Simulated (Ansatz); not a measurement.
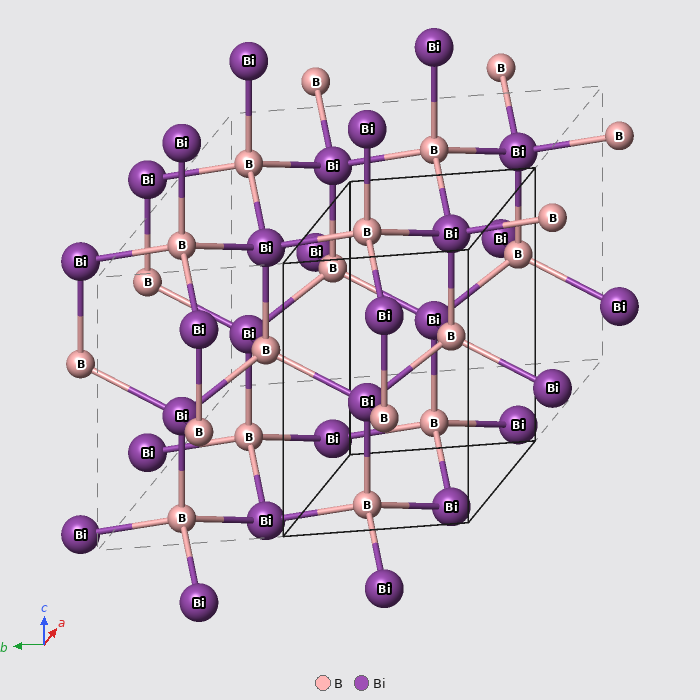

BiB (space group P6_3mc, No. 186). Coordinates: the end point of a relaxation with DFT, PBEsol, plane waves, PAW (Ansatz); the starting structure was generated, so it need not be a known form of this composition.

Bonds are taken as B–Bi below 2.7 Å; no other contact counts. Atoms with one bond or none are removed and atoms with two bonds are replaced by edges, until no such atom is left.

> What kind of net remains, and which atoms are its nodes?

A uninodal 4-connected, three-periodic net: B and Bi are 4-connected nodes.

> Which named net is it?

It is the lon net, known from lonsdaleite, wurtzite and tridymite.

> Is the net interpenetrated?

It is a single net, without interpenetration.

> Give the first eight terms of the coordination sequence (nodes one, two, three … edges away).

B and Bi: 4, 12, 25, 44, 67, 96, 130, 170.

> Give the point symbol of each node (shortest cycle at each angle).

B and Bi: 6^6.
